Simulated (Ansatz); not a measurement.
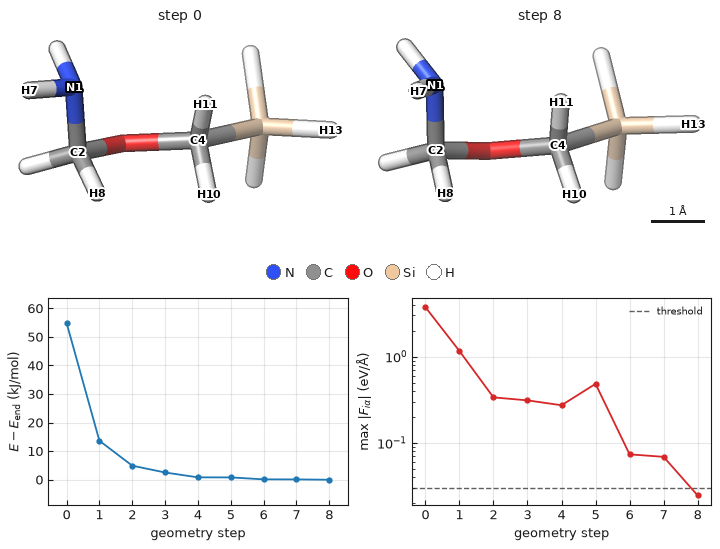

First and last geometry of a relaxation of C₂H₉NOSi (coarse preliminary run), with the history of the run. Style: stick. Shown from a free direction.

The start comes from a force field.

Level of theory: Ansatz 0.2.0, RKS PBE-D4/def2-SVP. Set-up: force threshold 0.03 eV/Å; at most 200 steps.

### Did the run converge, and what did it change?

It converged. The largest move after the best rigid fit is that of an H atom, 0.58 Å. Largest moves by element: H 0.58 Å, O 0.19 Å, C 0.17 Å, N 0.14 Å, Si 0.05 Å. Some distances before and after: C–Si 1.826 → 1.901 Å, C–H 1.053 → 1.119 Å, C–O 1.481 → 1.422 Å, H–Si 1.449 → 1.507 Å. Bond angles that change, for instance: O–C–Si 118.8° → 108.0°, H–N–H 100.5° → 108.9°, O–C–H 103.2° → 111.3°. Groups turn about C–N by about 40°. The energy falls by 54.9 kJ/mol in 8 geometry steps. The largest force component goes from 3.7 to 0.025 eV/Å.
